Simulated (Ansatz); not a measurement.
**SbPb: a line through an energy map**

One line of a two-coordinate grid on SbPb (Fm-3m, No. 225; 2 atoms in the cell): c/a of the conventional cell is varied, at volume per atom = 29.04 Å³.

Program: Ansatz 0.2.0. Level of theory: DFT LDA, scalar-relativistic, plane waves, PAW. These are calculated values, not measurements.

16 further runs of the same task are left out: 16 set aside as unsound or not needed.

## Step 1: The system as given

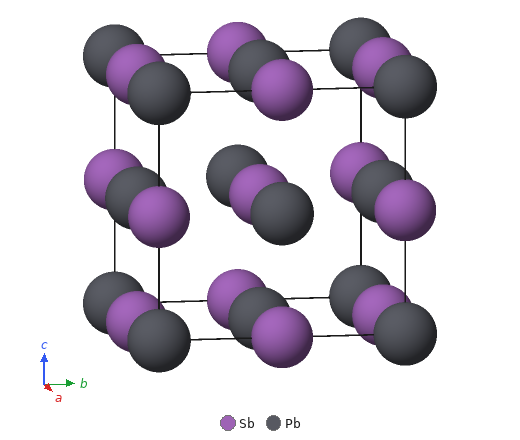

Start, viewed slightly off an axis; antimony purple, lead dark grey. Atoms on the faces are drawn again on the opposite ones. The cell drawn here is the conventional one.

As a file:

```cif
data_structure
_symmetry_space_group_name_H-M 'P 1'
_symmetry_Int_Tables_number 1
_cell_length_a 4.3861
_cell_length_b 4.3861
_cell_length_c 4.3861
_cell_angle_alpha 60.000
_cell_angle_beta 60.000
_cell_angle_gamma 60.000
_cell_volume 59.67
loop_
_atom_site_label
_atom_site_type_symbol
_atom_site_fract_x
_atom_site_fract_y
_atom_site_fract_z
_atom_site_occupancy
Sb1 Sb 0.50000 0.50000 0.50000 1
Pb1 Pb 0.00000 0.00000 0.00000 1
```

It goes back to an entry of the Materials Project, which need not be the stable form.

It is the result of an earlier relaxation at this level (volume 29.83 Å³/atom; gap on the mesh: none (metal)).

## Step 2: Plan of the line

The energy is mapped over volume and the cell's shape.

- volume per atom: 7 values from 27.45 to 32.22 Å³
- c/a of the conventional cell: 7 values from 0.923 to 1.083

Nothing else is relaxed (symmetry fixes all fractional coordinates). Energies count from the relaxed crystal. Points are written as (first, second).

## Step 3: Point (29.04 Å³, 0.923)

input.yaml

```yaml
crystal:
  lattice:
    - [0.0, 3.1568214184, 2.9137461692]
    - [3.1568214184, 0.0, 2.9137461692]
    - [3.1568214184, 3.1568214184, 0.0]
  atoms:
    - { symbol: Sb, position: [0.5, 0.5, 0.5] }
    - { symbol: Pb, position: [0.0, 0.0, 0.0] }
basis:
  ecutwfc: 420
kpoints:
  mp_grid: { grid: [14, 14, 14] }
hamiltonian:
  xc: lda
scf:
  occupations: { method: gaussian, width: 0.15 }
output:
  forces: true
  stress: true
  eigenvalues: true
```

Started as:

```sh
$ ansatz run input.yaml --threads 1 --pin off --max-ram 2048MiB --backend cpu --events-out ev --progress --plain --runs-dir out
```

What it wrote, shortened:

```text
Warning: RAYON_NUM_THREADS=1 ignored (pool sized by the plan → 1); use --threads N
[...]
Pseudopotentials: kind: paw
Pseudopotential: Sb, paw, valence charge 15, recommended cutoff 420 eV (normal), Sb.paw.azcp
Pseudopotential: Pb, paw, valence charge 14, recommended cutoff 420 eV (normal), Pb.paw.azcp
Functional definition: SPW92
[...]
Crystal: 2 atoms, lattice volume = 58.074 Å³
Basis set: ecut = 420 eV, 1145 PW (Γ)
Bands: 19, of which v1, the nominal top of the filled ones, is band 15 counted from 1 (14 counted from 0)
Symmetry: 16 space group operations
Space group: I4/mmm (ITA 139), of the structure as read, at distance tolerance 3.9e-5 Å
k-points: 244 of 2744
[...]
SCF iter   1: F=—  HF=-17937.938282 eV  |F-HF|=—  |Δ(HF+E_count)|=         —  Δρ=5.77e-3  dr2=8.77e-3  ethr=1.77e-3  ⟨swp⟩=5.9  Hψ=23368  notcnv=0
[...]
SCF iter   6: F=-17937.933331 eV  HF=-17937.933331 eV  |F-HF|=2.08e-8  |Δ(HF+E_count)|=   1.16e-6  Δρ=1.11e-5  dr2=5.97e-8  ethr=3.45e-10  ⟨swp⟩=5.0  Hψ=24660  notcnv=0
[...]
SCF converged after 6 iterations
Free energy (F): -17937.933331 eV
[...]
E sigma→0 (E₀):  -17937.926276 eV
Entropy (-TS):   -0.014109 eV (-7.054 meV/atom)
Fermi energy:    10.378703 eV
[...]
--- Forces (eV/Å), atoms counted from 1 ---
  atom   1  Sb     0.00000000     0.00000000     0.00000000
  atom   2  Pb     0.00000000     0.00000000    -0.00000000
[...]
--- Stress (GPa, compression-positive) ---
       -1.255536       0.000000       0.000000
        0.000000      -1.255536      -0.000000
        0.000000      -0.000000       9.735652
  P = ⅓ Tr σ = 2.4082 GPa (24.082 kbar)
--- Band table (eV; the first three rows and the last of 244) ---
  k-point 0: bands = ["-18.3075", "-18.2668", "-18.2668", "-18.2339", "-18.2198", "-6.4478", "-6.3962", "-6.3962", "-6.3820", "-6.3496", "-1.9292", "6.7355", "8.9138", "10.0059", "10.0059", "14.3671", "14.3671", "16.2466", "16.2466"]
[...]
```

Run time: 5.9 s. Hardware: 1 thread of Intel Xeon 6975P-C (Granite Rapids), shared host; peak memory 0.52 GiB.

That is 55 meV/atom from the zero.

## Step 4: Point (29.04 Å³, 0.948)

input.yaml: that of step 3 with these lines changed.

```diff
@@ -2,5 +2,5 @@
   lattice:
-    - [0.0, 3.1568214184, 2.9137461692]
-    - [3.1568214184, 0.0, 2.9137461692]
-    - [3.1568214184, 3.1568214184, 0.0]
+    - [0.0, 3.1288240107, 2.9661251621]
+    - [3.1288240107, 0.0, 2.9661251621]
+    - [3.1288240107, 3.1288240107, 0.0]
   atoms:
```

Started as:

```sh
$ ansatz run input.yaml --threads 1 --pin off --max-ram 2048MiB --backend cpu --events-out ev --progress --plain --runs-dir out
```

What it wrote, shortened:

```text
Warning: RAYON_NUM_THREADS=1 ignored (pool sized by the plan → 1); use --threads N
[...]
[... 4 set-up lines as earlier in the session ...]
[...]
Crystal: 2 atoms, lattice volume = 58.074 Å³
Basis set: ecut = 420 eV, 1153 PW (Γ)
Bands: 19, of which v1, the nominal top of the filled ones, is band 15 counted from 1 (14 counted from 0)
[... 2 set-up lines as earlier in the session ...]
k-points: 244 of 2744
[...]
SCF iter   1: F=—  HF=-17937.997383 eV  |F-HF|=—  |Δ(HF+E_count)|=         —  Δρ=5.70e-3  dr2=8.40e-3  ethr=1.77e-3  ⟨swp⟩=5.9  Hψ=23198  notcnv=0
[...]
SCF iter   6: F=-17937.992038 eV  HF=-17937.992038 eV  |F-HF|=3.79e-8  |Δ(HF+E_count)|=   1.65e-6  Δρ=1.44e-5  dr2=8.48e-8  ethr=3.45e-10  ⟨swp⟩=5.0  Hψ=24001  notcnv=0
[...]
SCF converged after 6 iterations
Free energy (F): -17937.992038 eV
[...]
E sigma→0 (E₀):  -17937.986104 eV
Entropy (-TS):   -0.011868 eV (-5.934 meV/atom)
Fermi energy:    10.378746 eV
[...]
--- Forces (eV/Å), atoms counted from 1 ---
  atom   1  Sb     0.00000000     0.00000000     0.00000000
  atom   2  Pb     0.00000000     0.00000000     0.00000000
[...]
--- Stress (GPa, compression-positive) ---
       -0.460352       0.000000       0.000000
        0.000000      -0.460352      -0.000000
        0.000000      -0.000000       6.642720
  P = ⅓ Tr σ = 1.9073 GPa (19.073 kbar)
--- Band table (eV; the first three rows and the last of 244) ---
  k-point 0: bands = ["-18.2947", "-18.2632", "-18.2632", "-18.2472", "-18.2323", "-6.4059", "-6.3676", "-6.3671", "-6.3671", "-6.3372", "-1.9094", "6.7024", "9.1548", "9.8790", "9.8790", "14.6276", "14.6276", "16.2308", "16.2761"]
[...]
```

Wall time 5.9 s (1 thread of Intel Xeon 6975P-C (Granite Rapids), shared host); peak memory 0.52 GiB.

Energy on the map's scale: 25 meV/atom.

## Step 5: Changing settings: ecutrho_ratio 8

input.yaml: that of step 4 with these lines changed.

```diff
@@ -10,2 +10,3 @@
   ecutwfc: 420
+  ecutrho_ratio: 8
 kpoints:
@@ -18,3 +19,3 @@
   forces: true
+  eigenvalues: true
   stress: true
-  eigenvalues: true
```

Started as:

```sh
$ ansatz run input.yaml --threads 1 --pin off --max-ram 2048MiB --backend cpu --events-out ev --progress --plain --runs-dir out
```

What it wrote, shortened:

```text
Warning: RAYON_NUM_THREADS=1 ignored (pool sized by the plan → 1); use --threads N
[...]
[... 4 set-up lines as earlier in the session ...]
[...]
Crystal: 2 atoms, lattice volume = 58.074 Å³
Basis set: ecut = 420 eV, 1153 PW (Γ)
Bands: 19, of which v1, the nominal top of the filled ones, is band 15 counted from 1 (14 counted from 0)
[... 2 set-up lines as earlier in the session ...]
k-points: 244 of 2744
[...]
SCF iter   1: F=—  HF=-17937.997383 eV  |F-HF|=—  |Δ(HF+E_count)|=         —  Δρ=5.71e-3  dr2=8.40e-3  ethr=1.77e-3  ⟨swp⟩=5.9  Hψ=23198  notcnv=0
[...]
SCF iter   6: F=-17937.992039 eV  HF=-17937.992039 eV  |F-HF|=3.79e-8  |Δ(HF+E_count)|=   1.65e-6  Δρ=1.44e-5  dr2=8.48e-8  ethr=3.45e-10  ⟨swp⟩=5.0  Hψ=24011  notcnv=0
[...]
SCF converged after 6 iterations
Free energy (F): -17937.992039 eV
[...]
E sigma→0 (E₀):  -17937.986105 eV
Entropy (-TS):   -0.011868 eV (-5.934 meV/atom)
Fermi energy:    10.378746 eV
[...]
--- Forces (eV/Å), atoms counted from 1 ---
  atom   1  Sb     0.00000000     0.00000000     0.00000000
  atom   2  Pb     0.00000000     0.00000000     0.00000000
[...]
--- Stress (GPa, compression-positive) ---
       -0.460350       0.000000       0.000000
        0.000000      -0.460350      -0.000000
        0.000000       0.000000       6.642722
  P = ⅓ Tr σ = 1.9073 GPa (19.073 kbar)
--- Band table (eV; the first three rows and the last of 244) ---
  k-point 0: bands = ["-18.2947", "-18.2632", "-18.2632", "-18.2472", "-18.2323", "-6.4059", "-6.3676", "-6.3671", "-6.3671", "-6.3372", "-1.9094", "6.7024", "9.1548", "9.8790", "9.8790", "14.6276", "14.6276", "16.2308", "16.2761"]
[...]
```

It took 6 s on 1 thread of Intel Xeon 6975P-C (Granite Rapids), shared host; peak memory 0.58 GiB.

| run | ending | energy change | pressure (GPa) | gap (eV) | force (eV/Å) | cycles | time |
| --- | --- | --- | --- | --- | --- | --- | --- |
| step 4 | converged | 0 | 1.9 | 0.00 | 0.00 | 6 | 5.9 s |
| variant | converged | 0.0 meV/atom | 1.9 | 0.00 | 0.00 | 6 | 6 s |

The changed keys (ecutrho_ratio) make no visible difference here (energy 0.0 meV/atom).

## Step 6: Grid point (29.04 Å³, 0.974)

input.yaml: that of step 4 with these lines changed.

```diff
@@ -2,5 +2,5 @@
   lattice:
-    - [0.0, 3.1288240107, 2.9661251621]
-    - [3.1288240107, 0.0, 2.9661251621]
-    - [3.1288240107, 3.1288240107, 0.0]
+    - [0.0, 3.1011568068, 3.0192862671]
+    - [3.1011568068, 0.0, 3.0192862671]
+    - [3.1011568068, 3.1011568068, 0.0]
   atoms:
```

Started as:

```sh
$ ansatz run input.yaml --threads 1 --pin off --max-ram 2048MiB --backend cpu --events-out ev --progress --plain --runs-dir out
```

What it wrote, shortened:

```text
Warning: RAYON_NUM_THREADS=1 ignored (pool sized by the plan → 1); use --threads N
[...]
[... 4 set-up lines as earlier in the session ...]
[...]
Crystal: 2 atoms, lattice volume = 58.074 Å³
Basis set: ecut = 420 eV, 1131 PW (Γ)
Bands: 19, of which v1, the nominal top of the filled ones, is band 15 counted from 1 (14 counted from 0)
[... 2 set-up lines as earlier in the session ...]
k-points: 244 of 2744
[...]
SCF iter   1: F=—  HF=-17938.030307 eV  |F-HF|=—  |Δ(HF+E_count)|=         —  Δρ=5.72e-3  dr2=8.40e-3  ethr=1.77e-3  ⟨swp⟩=5.9  Hψ=23237  notcnv=0
[...]
SCF iter   6: F=-17938.025028 eV  HF=-17938.025028 eV  |F-HF|=4.29e-8  |Δ(HF+E_count)|=   1.92e-6  Δρ=1.54e-5  dr2=9.13e-8  ethr=3.45e-10  ⟨swp⟩=4.9  Hψ=23611  notcnv=0
[...]
SCF converged after 6 iterations
Free energy (F): -17938.025028 eV
[...]
E sigma→0 (E₀):  -17938.019336 eV
Entropy (-TS):   -0.011383 eV (-5.692 meV/atom)
Fermi energy:    10.392732 eV
[...]
--- Forces (eV/Å), atoms counted from 1 ---
  atom   1  Sb     0.00000000    -0.00000000     0.00000000
  atom   2  Pb     0.00000000     0.00000000    -0.00000000
[...]
--- Stress (GPa, compression-positive) ---
        0.551203       0.000000       0.000000
        0.000000       0.551203       0.000000
        0.000000      -0.000000       3.769267
  P = ⅓ Tr σ = 1.6239 GPa (16.239 kbar)
--- Band table (eV; the first three rows and the last of 244) ---
  k-point 0: bands = ["-18.2824", "-18.2585", "-18.2585", "-18.2580", "-18.2422", "-6.3790", "-6.3617", "-6.3483", "-6.3483", "-6.3333", "-1.8970", "6.6833", "9.3940", "9.7564", "9.7564", "14.8875", "14.8875", "15.6780", "16.3158"]
[...]
```

It took 5.8 s on 1 thread of Intel Xeon 6975P-C (Granite Rapids), shared host; peak memory 0.54 GiB.

That is 9 meV/atom from the zero.

## Step 7: Grid point (29.04 Å³, 1.000)

input.yaml: that of step 6 with these lines changed.

```diff
@@ -2,5 +2,5 @@
   lattice:
-    - [0.0, 3.1011568068, 3.0192862671]
-    - [3.1011568068, 0.0, 3.0192862671]
-    - [3.1011568068, 3.1011568068, 0.0]
+    - [0.0, 3.0736228879, 3.0736228879]
+    - [3.0736228879, 0.0, 3.0736228879]
+    - [3.0736228879, 3.0736228879, 0.0]
   atoms:
```

Started as:

```sh
$ ansatz run input.yaml --threads 1 --pin off --max-ram 2048MiB --backend cpu --events-out ev --progress --plain --runs-dir out
```

What it wrote, shortened:

```text
Warning: RAYON_NUM_THREADS=1 ignored (pool sized by the plan → 1); use --threads N
[...]
[... 4 set-up lines as earlier in the session ...]
[...]
Crystal: 2 atoms, lattice volume = 58.074 Å³
Basis set: ecut = 420 eV, 1139 PW (Γ)
Bands: 19, of which v1, the nominal top of the filled ones, is band 15 counted from 1 (14 counted from 0)
Symmetry: 48 space group operations
Space group: Fm-3m (ITA 225), of the structure as read, at distance tolerance 3.9e-5 Å
k-points: 104 of 2744
[...]
SCF iter   1: F=—  HF=-17938.040600 eV  |F-HF|=—  |Δ(HF+E_count)|=         —  Δρ=5.70e-3  dr2=8.28e-3  ethr=1.77e-3  ⟨swp⟩=5.9  Hψ=9885  notcnv=0
[...]
SCF iter   6: F=-17938.035240 eV  HF=-17938.035240 eV  |F-HF|=4.82e-8  |Δ(HF+E_count)|=   1.99e-6  Δρ=1.56e-5  dr2=9.55e-8  ethr=3.45e-10  ⟨swp⟩=4.7  Hψ=9922  notcnv=0
[...]
SCF converged after 6 iterations
Free energy (F): -17938.035240 eV
[...]
E sigma→0 (E₀):  -17938.029550 eV
Entropy (-TS):   -0.011381 eV (-5.691 meV/atom)
Fermi energy:    10.392784 eV
[...]
--- Forces (eV/Å), atoms counted from 1 ---
  atom   1  Sb     0.00000000     0.00000000     0.00000000
  atom   2  Pb     0.00000000    -0.00000000     0.00000000
[...]
--- Stress (GPa, compression-positive) ---
        1.526706      -0.000000      -0.000000
       -0.000000       1.526706      -0.000000
        0.000000       0.000000       1.526706
  P = ⅓ Tr σ = 1.5267 GPa (15.267 kbar)
--- Band table (eV; the first three rows and the last of 104) ---
  k-point 0: bands = ["-18.2705", "-18.2705", "-18.2537", "-18.2537", "-18.2537", "-6.3648", "-6.3648", "-6.3386", "-6.3386", "-6.3386", "-1.8928", "6.6768", "9.6349", "9.6349", "9.6349", "15.1473", "15.1473", "15.1473", "16.3670"]
[...]
```

Run time: 2.6 s. Hardware: 1 thread of Intel Xeon 6975P-C (Granite Rapids), shared host; peak memory 0.43 GiB.

On the map this point reads 3.6 meV/atom.

## Step 8: Grid point (29.04 Å³, 1.027)

input.yaml: that of step 7 with these lines changed.

```diff
@@ -2,5 +2,5 @@
   lattice:
-    - [0.0, 3.0736228879, 3.0736228879]
-    - [3.0736228879, 0.0, 3.0736228879]
-    - [3.0736228879, 3.0736228879, 0.0]
+    - [0.0, 3.0463491101, 3.128905171]
+    - [3.0463491101, 0.0, 3.128905171]
+    - [3.0463491101, 3.0463491101, 0.0]
   atoms:
```

Started as:

```sh
$ ansatz run input.yaml --threads 1 --pin off --max-ram 2048MiB --backend cpu --events-out ev --progress --plain --runs-dir out
```

What it wrote, shortened:

```text
[...]
SCF converged after 6 iterations
Free energy (F): -17938.024979 eV
[...]
E sigma→0 (E₀):  -17938.018664 eV
Entropy (-TS):   -0.012630 eV (-6.315 meV/atom)
Fermi energy:    10.394537 eV
[...]
--- Forces (eV/Å), atoms counted from 1 ---
  atom   1  Sb     0.00000000    -0.00000000     0.00000000
  atom   2  Pb     0.00000000     0.00000000     0.00000000
[...]
--- Stress (GPa, compression-positive) ---
        2.658834       0.000000      -0.000000
        0.000000       2.658834      -0.000000
       -0.000000      -0.000000      -0.435070
  P = ⅓ Tr σ = 1.6275 GPa (16.275 kbar)
--- Band table (eV; the first three rows and the last of 244) ---
  k-point 0: bands = ["-18.2812", "-18.2631", "-18.2578", "-18.2470", "-18.2470", "-6.3763", "-6.3643", "-6.3526", "-6.3387", "-6.3387", "-1.8969", "6.6833", "9.5174", "9.5174", "9.8720", "14.6421", "15.4056", "15.4056", "16.2577"]
[...]
```

Run time: 5.9 s. Hardware: 1 thread of Intel Xeon 6975P-C (Granite Rapids), shared host; peak memory 0.52 GiB.

That is 9 meV/atom from the zero.

## Step 9: A further run, with the input changed

input.yaml: that of step 8 with these lines changed.

```diff
@@ -11,3 +11,3 @@
 kpoints:
-  mp_grid: { grid: [14, 14, 14] }
+  mp_grid: { grid: [14, 14, 14], kspacing: 0.3 }
 hamiltonian:
@@ -16,5 +16,6 @@
   occupations: { method: gaussian, width: 0.15 }
+  max_iter: 50
 output:
   forces: true
+  eigenvalues: true
   stress: true
-  eigenvalues: true
```

Started as:

```sh
$ ansatz run input.yaml --threads 1 --pin off --max-ram 2048MiB --backend cpu --events-out ev --progress --plain --runs-dir out
```

What it wrote:

```text
Error: invalid value for `kpoints.mp_grid.kspacing`: mutually exclusive with `grid` — set one or the other
```

Wall time 0.14 s (1 thread of Intel Xeon 6975P-C (Granite Rapids), shared host); peak memory 0.1 GiB.

## Step 10: What went wrong

The run ended at the input check. Its message: «invalid value for `kpoints.mp_grid.kspacing`: mutually exclusive with `grid` — set one or the other»

Look at the input: kpoints.mp_grid.kspacing is 0.3. No mesh follows from the k-point block as it stands.

What to do: delete kpoints.mp_grid.kspacing.

## Step 11: The run at (29.04 Å³, 1.055)

input.yaml: that of step 8 with these lines changed.

```diff
@@ -2,5 +2,5 @@
   lattice:
-    - [0.0, 3.0463491101, 3.128905171]
-    - [3.0463491101, 0.0, 3.128905171]
-    - [3.0463491101, 3.0463491101, 0.0]
+    - [0.0, 3.019350175, 3.1851124996]
+    - [3.019350175, 0.0, 3.1851124996]
+    - [3.019350175, 3.019350175, 0.0]
   atoms:
```

Started as:

```sh
$ ansatz run input.yaml --threads 1 --pin off --max-ram 2048MiB --backend cpu --events-out ev --progress --plain --runs-dir out
```

What it wrote, shortened:

```text
[...]
SCF converged after 6 iterations
Free energy (F): -17937.996759 eV
[...]
E sigma→0 (E₀):  -17937.990282 eV
Entropy (-TS):   -0.012955 eV (-6.478 meV/atom)
Fermi energy:    10.391798 eV
[...]
--- Forces (eV/Å), atoms counted from 1 ---
  atom   1  Sb     0.00000000    -0.00000000    -0.00000000
  atom   2  Pb     0.00000000     0.00000000     0.00000000
[...]
--- Stress (GPa, compression-positive) ---
        3.744030       0.000000      -0.000000
        0.000000       3.744030      -0.000000
       -0.000000      -0.000000      -1.829462
  P = ⅓ Tr σ = 1.8862 GPa (18.862 kbar)
--- Band table (eV; the first three rows and the last of 244) ---
  k-point 0: bands = ["-18.2929", "-18.2733", "-18.2444", "-18.2395", "-18.2395", "-6.3974", "-6.3770", "-6.3762", "-6.3489", "-6.3489", "-1.9102", "6.7016", "9.4026", "9.4026", "10.1036", "14.1644", "15.6612", "15.6612", "16.1535"]
[...]
```

It took 6 s on 1 thread of Intel Xeon 6975P-C (Granite Rapids), shared host; peak memory 0.52 GiB.

That is 23 meV/atom from the zero.

## Step 12: Grid point (29.04 Å³, 1.083)

input.yaml: that of step 11 with these lines changed.

```diff
@@ -2,5 +2,5 @@
   lattice:
-    - [0.0, 3.019350175, 3.1851124996]
-    - [3.019350175, 0.0, 3.1851124996]
-    - [3.019350175, 3.019350175, 0.0]
+    - [0.0, 2.9925467447, 3.2424243979]
+    - [2.9925467447, 0.0, 3.2424243979]
+    - [2.9925467447, 2.9925467447, 0.0]
   atoms:
```

Started as:

```sh
$ ansatz run input.yaml --threads 1 --pin off --max-ram 2048MiB --backend cpu --events-out ev --progress --plain --runs-dir out
```

What it wrote, shortened:

```text
[...]
SCF converged after 7 iterations
Free energy (F): -17937.953216 eV
[...]
E sigma→0 (E₀):  -17937.947155 eV
Entropy (-TS):   -0.012120 eV (-6.060 meV/atom)
Fermi energy:    10.380250 eV
[...]
--- Forces (eV/Å), atoms counted from 1 ---
  atom   1  Sb     0.00000000    -0.00000000    -0.00000000
  atom   2  Pb    -0.00000000     0.00000000     0.00000000
[...]
--- Stress (GPa, compression-positive) ---
        4.936193       0.000000       0.000000
        0.000000       4.936193      -0.000000
        0.000000      -0.000000      -2.964438
  P = ⅓ Tr σ = 2.3026 GPa (23.026 kbar)
--- Band table (eV; the first three rows and the last of 244) ---
  k-point 0: bands = ["-18.3057", "-18.2844", "-18.2340", "-18.2339", "-18.2339", "-6.4246", "-6.4062", "-6.4013", "-6.3671", "-6.3671", "-1.9331", "6.7315", "9.2918", "9.2918", "10.3219", "13.7164", "15.9150", "15.9150", "16.0564"]
[...]
```

Run time: 6.2 s. Hardware: 1 thread of Intel Xeon 6975P-C (Granite Rapids), shared host; peak memory 0.55 GiB.

Energy on the map's scale: 45 meV/atom.

## Step 13: The line in numbers

```
c/a of the conventional cell  step  energy (meV/atom)  slope (meV/atom per unit)  pressure (GPa)
                       0.923     3                 55                      −1439            2.41
                       0.948     4                 25                       −905            1.91
                       0.974     6                  9                       −399            1.62
                       1.000     7                3.6                          0            1.53
                       1.027     8                  9                        364            1.63
                       1.055    11                 23                        638            1.89
                       1.083    12                 45                        881            2.30
```

Energies count from the relaxed crystal. Slopes come from the forces (and the stress, where the cell changes), not from differences of energies.

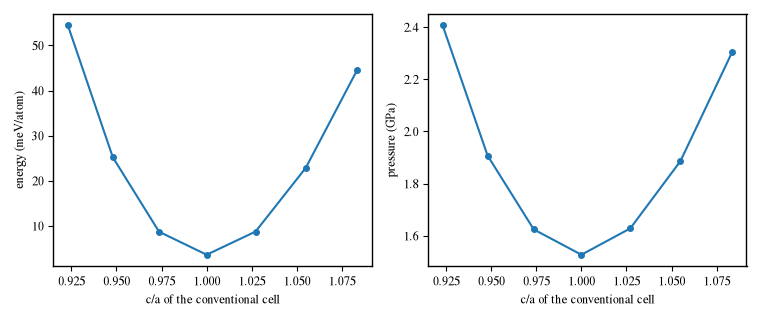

Energy and pressure along the line.

| run | outcome |
| --- | --- |
| step 5, run with ecutrho_ratio 8 (against step 4) | 0.0 meV/atom |
| step 9, run with kspacing 0.3 (against step 8) | refused |

**Reading.** The lowest point of the line is at 1.000, 3.6 meV/atom from the zero. A fit to energies and slopes at the lowest point and its two neighbours puts the minimum at 0.9999, with a curvature of about 14000 meV/atom per (unit)². The highest point computed, at 0.923, lies 51 meV/atom above the lowest. This is one cut through a surface in two coordinates; the map's lowest point lies off it. The runs treat Pb, Sb without spin-orbit coupling.
